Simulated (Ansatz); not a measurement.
```yaml
atoms:
  - { symbol: B, position_ang: [-0.0919, -0.1657, -0.1039] }
  - { symbol: O, position_ang: [0.0338, -0.2667, 1.2331] }
  - { symbol: H, position_ang: [-0.7617, -0.1208, 1.7249] }
  - { symbol: O, position_ang: [0.9579, -0.3494, -0.9143] }
  - { symbol: H, position_ang: [1.7528, -0.5488, -0.4362] }
  - { symbol: Cl, position_ang: [-1.6693, 0.2180, -0.8413] }
```

Method: Ansatz, RHF/6-31G*.

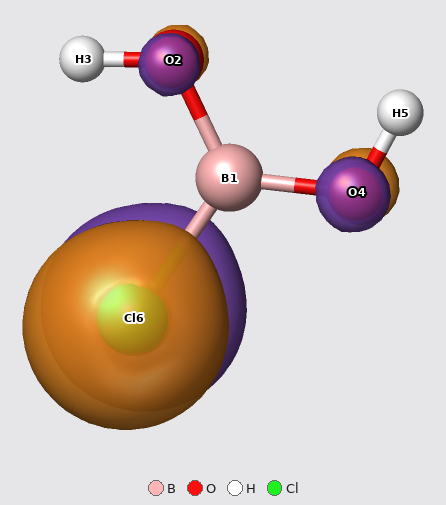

BClH2O2. The HOMO−1 at ±0.15 Å⁻³ᐟ² (orange and purple are the two phases), seen across its widest extent.

**Where does this orbital lie, and at what energy?**

Its weight (Hirshfeld) is mainly on Cl6 (about 85 %); it changes sign across the molecular plane (π type). Its energy is −12.64 eV.
